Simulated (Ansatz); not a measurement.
## Electronic structure of FGeH3···H2···NH3 in real space

```xyz
11

Ge   -0.5907   -0.5695   -1.5188
H     0.4550   -1.6160    2.4823
H    -0.7941   -1.7195   -2.5252
H    -1.7222   -0.5303   -0.4914
H    -0.3309    0.7527   -2.2414
H     1.0564    0.9374    0.6467
N     0.2045    1.4846    0.6097
H     0.6017   -1.5789    1.7502
F     0.8839   -1.0395   -0.6930
H     0.4642    2.4511    0.4574
H    -0.2279    1.4277    1.5235
```

The product side of a reaction path; geometry: PBE0-D4/def2-TZVP.

These are results of Ansatz 0.2.0, RKS PBE0-D4/def2-TZVPP, not measurements.

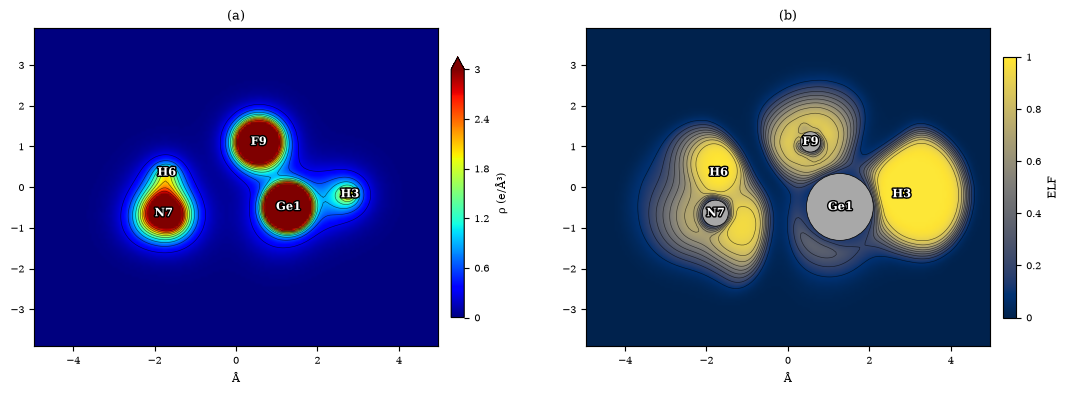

Figure 1. (a) electron density; (b) ELF on the plane of atoms H3, Ge1 and F9. Grey discs cover the atomic cores in the ELF map.

What do the fields say about this system?

Answer.
- The section cuts through Ge, H, N and F sites.
- Ge1···N7 (3.06 Å): the density falls to about 0.08 e/Å³ on the way; the ELF dips to about 0.05 between them.
- Ge–F (1.75 Å): ρ at the midpoint is about 0.94 e/Å³; the ELF peaks at about 0.80 in the valence shell of F, 0.5 Å from its nucleus, and is about 0.25 at the midpoint.
- N–H (1.01 Å): ρ at the midpoint is about 2.9 e/Å³; the ELF climbs to about 1 towards the hydrogen, as it does in any bond to H: a covalent bond by its length.
- Ge–H (1.54 Å): the density is about 1.1 e/Å³ at the midpoint; the ELF climbs to about 1 towards the hydrogen.
- The ELF also peaks beside F9, away from the bonds: lone-pair regions.

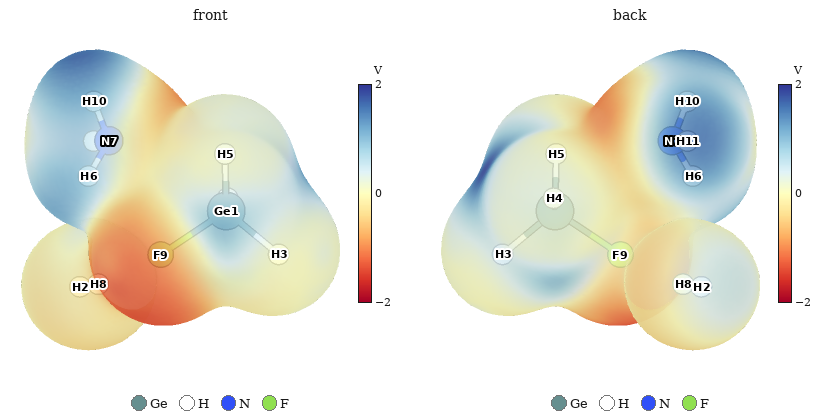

Figure 2. The molecular electrostatic potential painted on the density surface at 0.002 e/bohr³, seen from the front and from behind; the colour scale runs from red (negative) to blue (positive).

Which sites attract a positive test charge, and which a negative one?

Answer. A positive charge is drawn to the negative regions and a negative charge to the positive ones. The most negative region (about −1.3 V, or −30 kcal/mol for a unit charge) lies over F9, the most positive (about +1.7 V, or +39 kcal/mol for a unit charge) over Ge1.

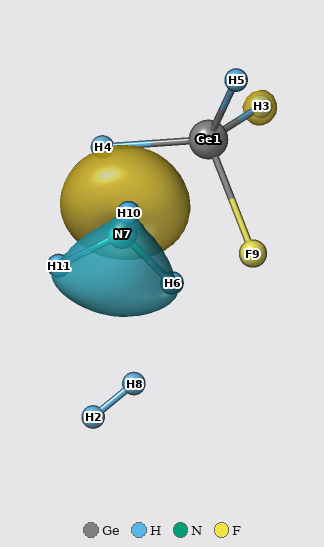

Figure 3. The HOMO at ±0.2 Å⁻³ᐟ² (yellow and cyan are the two phases), seen at an oblique angle.

Where does this orbital lie, and at what energy?

Answer. Its weight (Hirshfeld) is mainly on N7 (about 70 %); largely a lone pair of N7. Its energy is −7.81 eV.
